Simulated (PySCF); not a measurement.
Molecule: SMILES O=CCC[SeH], singlet. Atoms near the plane z = 0.0 Å, at the GFN2-xTB optimised geometry (x, y, z in Å): O1 (1.9, 0.5, 0.1), C2 (1.2, -0.5, 0.0), C3 (-0.3, -0.5, 0.0), C4 (-0.8, 0.9, 0.0), H6 (1.7, -1.5, -0.1), H7 (-0.6, -1.0, -0.9), H8 (-0.6, -1.0, 0.9), H9 (-0.5, 1.5, -0.8), H10 (-1.9, 0.9, -0.1).

Method: PySCF with PBE/def2-TZVP. Cells within 0.4 Å of a nucleus heavier than hydrogen are left out (blank, or x). The values are rescaled to run from 0 to 1.

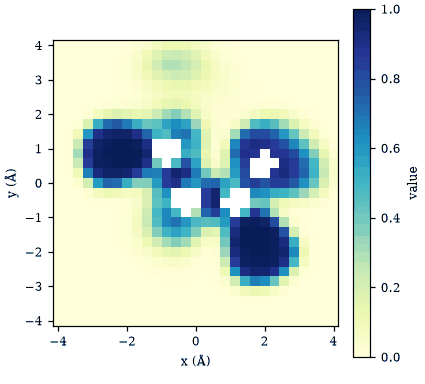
*a field on the plane z = 0.0 Å.*

Which quantity is mapped?
A. Laplacian of the electron density
B. electron localisation function
C. deformation density (molecule minus spherical neutral atoms)
D. an orbital amplitude

B, electron localisation function
